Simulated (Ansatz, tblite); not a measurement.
**Sn14H20 off sphere (Sn₁₄H₁₈Cl₂): spin-state energies by level**

Aim: set other spin states of Sn14H20 off sphere (Sn₁₄H₁₈Cl₂) against its singlet, on many levels of theory.

Computed with Ansatz 0.2.0, Gaussian basis. Level: as each input shows.

Plan: triplet, at the geometry of the singlet (GFN1-xTB, GFN2-xTB, PBE0-D4/def2-SVP, PBE-D4/def2-SVP); the singlet's energies come from earlier runs.

1 further run of the same task is left out (for a known fault of the program). Runs told in other sessions of the task aren't counted.

## Step 1: The structure

The singlet was relaxed beforehand with r2SCAN-D4/def2-SVP.

34 atoms, charge 0, spin multiplicity 1.

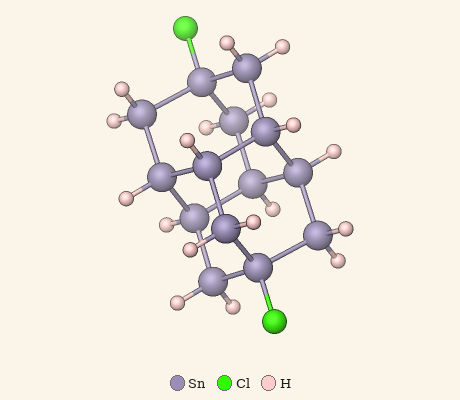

The geometry (tin purple, chlorine green, hydrogen pink).

Sn takes a core potential in the def2 sets. No spin-orbit coupling is included.

## Step 2: Triplet at the fixed geometry, GFN1-xTB

Tight binding, by tblite at 300 K electronic temperature and without a spin-polarisation term:

```python
tblite.interface.Calculator('GFN1-xTB', numbers, positions, charge=0, uhf=2).singlepoint()
```

Energy -1458.7107 eV; 0.16 s.

## Step 3: Triplet at the fixed geometry, GFN2-xTB

Tight binding, by tblite at 300 K electronic temperature and without a spin-polarisation term:

```python
tblite.interface.Calculator('GFN2-xTB', numbers, positions, charge=0, uhf=2).singlepoint()
```

Energy -1308.2997 eV; 0.34 s.

## Step 4: Triplet at the fixed geometry, PBE0-D4/def2-SVP

in.yaml reads:

```yaml
crystal:
  periodic: [false, false, false]
  atoms:
    - {symbol: Sn, position_ang: [0.805579, -4.078540, 0.801220]}
    - {symbol: Sn, position_ang: [-2.385303, 2.389821, -2.389051]}
    - {symbol: Sn, position_ang: [0.795591, -0.804429, -2.433987]}
    - {symbol: Sn, position_ang: [-2.434814, -0.800955, 0.800521]}
    - {symbol: Sn, position_ang: [0.806467, -0.809382, 4.075615]}
    - {symbol: Sn, position_ang: [0.803999, 2.428231, 0.798684]}
    - {symbol: Sn, position_ang: [4.080473, -0.807430, 0.800261]}
    - {symbol: Sn, position_ang: [-4.078960, 0.810981, -0.806222]}
    - {symbol: Sn, position_ang: [-0.807345, -2.432587, -0.802654]}
    - {symbol: Sn, position_ang: [2.389495, -2.388800, 2.383001]}
    - {symbol: Sn, position_ang: [-0.805851, 0.808033, -4.082794]}
    - {symbol: Sn, position_ang: [-0.801918, 4.079362, -0.806582]}
    - {symbol: Sn, position_ang: [2.429595, 0.796979, -0.806943]}
    - {symbol: Sn, position_ang: [-0.800203, 0.799206, 2.428201]}
    - {symbol: Cl, position_ang: [-3.772522, 3.779737, -3.772602]}
    - {symbol: Cl, position_ang: [3.775936, -3.779725, 3.766337]}
    - {symbol: H, position_ang: [1.799827, -5.084181, -0.176157]}
    - {symbol: H, position_ang: [-0.165462, -5.086572, 1.799197]}
    - {symbol: H, position_ang: [1.800378, -1.812076, -3.412366]}
    - {symbol: H, position_ang: [-3.413937, -1.805768, 1.807300]}
    - {symbol: H, position_ang: [-0.167156, -1.808846, 5.079695]}
    - {symbol: H, position_ang: [1.801065, 0.163754, 5.085025]}
    - {symbol: H, position_ang: [1.812513, 3.403313, 1.805826]}
    - {symbol: H, position_ang: [5.088499, -1.802880, -0.173318]}
    - {symbol: H, position_ang: [5.085884, 0.169965, 1.794761]}
    - {symbol: H, position_ang: [-5.089298, -0.159943, -1.802007]}
    - {symbol: H, position_ang: [-5.082501, 1.810064, 0.168443]}
    - {symbol: H, position_ang: [-1.812923, -3.412477, -1.808010]}
    - {symbol: H, position_ang: [-1.802366, -0.161755, -5.093448]}
    - {symbol: H, position_ang: [0.172149, 1.804617, -5.085528]}
    - {symbol: H, position_ang: [0.172457, 5.087394, -1.801280]}
    - {symbol: H, position_ang: [-1.799374, 5.084705, 0.167847]}
    - {symbol: H, position_ang: [3.405960, 1.802282, -1.816018]}
    - {symbol: H, position_ang: [-1.803433, 1.806400, 3.408533]}
basis:
  gaussian: {orbitals: def2-SVP, fitting: {mean_field: def2-universal-jkfit}}
magnetization: {spin_polarized: true, initial_magnetization: 2}
hamiltonian: {xc: pbe0, dispersion: d4}
scf: {omitted_lower_state_checks: [starts]}
output: {orbitals: {seedname: orbitals}}
```

Run with:

```
$ ansatz run in.yaml --threads 2 --pin off --events-out ev --progress --plain --max-ram 32768MiB --backend cuda --devices 0, --max-vram 18GiB
```

Standard output:

```text
Functional definition: PBE0
  name "PBE0"
  cite "Adamo & Barone, J. Chem. Phys. 110, 6158 (1999) doi:10.1063/1.478522"
  cite "Perdew, Burke & Ernzerhof, Phys. Rev. Lett. 77, 3865 (1996) doi:10.1103/PhysRevLett.77.3865"
  parent pbe
  parameter a = 0.25
  parameter kappa = 0.804
  parameter beta = 0.06672455060314922
  exchange = (1 - a)*pbe_x(kappa = kappa, mu = beta*pi^2/3) + a*exact_x
  correlation = pbe_c(beta = beta)
these checks for a lower state are left out or cut short: starts
3632 factors; integrals over basis functions are off by at most 3.2e-1 eV
mean field evaluation 1: about -106968.6492 eV, gradient 2.1e1 eV
mean field evaluation 2: about -106963.3080 eV, gradient 3.4e1 eV
mean field evaluation 4: about -106971.1945 eV, gradient 3.2e0 eV
mean field evaluation 8: about -106971.2648 eV, gradient 8.1e-1 eV
mean field evaluation 16: about -106971.3645 eV, gradient 4.1e-1 eV
mean field evaluation 32: about -106971.4702 eV, gradient 2.5e-5 eV
mean field -106971.47018462 eV, -3931.1290214182 hartree, gradient 3.2e-6 eV, S^2 2.006225; 0 other end points of the search recorded, 0 dependent functions left out
reference -106971.47026603 eV, -3931.1290244097 hartree; 181, 179 occupied and 309, 311 virtual orbitals, 3632 factors
Total energy: -106973.68859105 eV, -3931.2105463506 hartree
Checks for a lower state left out: starts
```

Wall time 29 s (1 × H100 (card shared with other runs) with 2 threads of AMD EPYC 7R13, shared host); peak host memory 1.2 GiB.

From the report: HOMO -3.47 eV, LUMO -5.81 eV (over both spins; with the spin held, an empty level of the minority spin lies below the top filled one); ⟨S²⟩ 2.006 (pure: 2.00).

## Step 5: Triplet at the fixed geometry, PBE-D4/def2-SVP

start.molden holds the orbitals of an earlier run on this state, given as this run's starting guess.

in.yaml: that of step 4 with these lines changed.

```diff
@@ -38,5 +38,5 @@
 basis:
-  gaussian: {orbitals: def2-SVP, fitting: {mean_field: def2-universal-jkfit}}
+  gaussian: {orbitals: def2-SVP, fitting: {mean_field: def2-universal-jkfit}, initial_orbitals: start.molden}
 magnetization: {spin_polarized: true, initial_magnetization: 2}
-hamiltonian: {xc: pbe0, dispersion: d4}
+hamiltonian: {xc: pbe, dispersion: d4}
 scf: {omitted_lower_state_checks: [starts]}
```

Launched as before.

Standard output:

```text
Functional definition: PBE
  name "PBE"
  cite "Perdew, Burke & Ernzerhof, Phys. Rev. Lett. 77, 3865 (1996) doi:10.1103/PhysRevLett.77.3865"
  parent pbe
  parameter kappa = 0.804
  parameter beta = 0.06672455060314922
  exchange = pbe_x(kappa = kappa, mu = beta*pi^2/3)
  correlation = pbe_c(beta = beta)
these checks for a lower state are left out or cut short: starts
3632 factors; integrals over basis functions are off by at most 3.2e-1 eV
mean field evaluation 1: about -106964.5397 eV, gradient 8.3e0 eV
mean field evaluation 2: about -106965.0761 eV, gradient 6.1e-1 eV
mean field evaluation 4: about -106965.1498 eV, gradient 5.6e-1 eV
mean field evaluation 8: about -106965.1769 eV, gradient 2.2e-2 eV
mean field evaluation 16: about -106965.1769 eV, gradient 2.9e-5 eV
mean field -106965.17687555 eV, -3930.8977465756 hartree, gradient 2.8e-6 eV, S^2 2.001023; 0 other end points of the search recorded, 0 dependent functions left out
reference -106965.17698375 eV, -3930.8977505517 hartree; 181, 179 occupied and 309, 311 virtual orbitals, 3632 factors
Total energy: -106967.57743893 eV, -3930.9859656525 hartree
Checks for a lower state left out: starts
```

Wall time 13 s (1 × H100 (card shared with other runs) with 2 threads of AMD EPYC 7R13, shared host); peak host memory 1.2 GiB.

From the report: HOMO -3.06 eV, LUMO -6.03 eV (over both spins; with the spin held, an empty level of the minority spin lies below the top filled one); ⟨S²⟩ 2.001 (pure: 2.00).

## Step 6: Triplet less singlet, vertical

The singlet's energies are those of its earlier runs, whose logs aren't repeated here.

| level | triplet less singlet, vertical (kcal/mol) | time |
| --- | --- | --- |
| GFN1-xTB | +36.3 | 0.29 s |
| GFN2-xTB | +23.8 | 0.6 s |
| PBE-D4/def2-SVP | +69.2 | 20 s |
| PBE0-D4/def2-SVP | +82.8 | 41 s |

Times add the two runs; a level without a time comes out of a correlated run. Tight binding without a spin term can't rank spin states.

## Step 7: Summary of results

```
                                               quantity                                       value
triplet less singlet, vertical, functionals in def2-SVP  +69.2 (PBE-D4) to +82.8 kcal/mol (PBE0-D4)
```

What this shows: All functionals put the triplet above the singlet, over a spread of 13.6 kcal/mol. The checks for a lower triplet were left out, so another state of that spin may lie lower. These are electronic energies, without zero-point motion, entropy or surroundings.
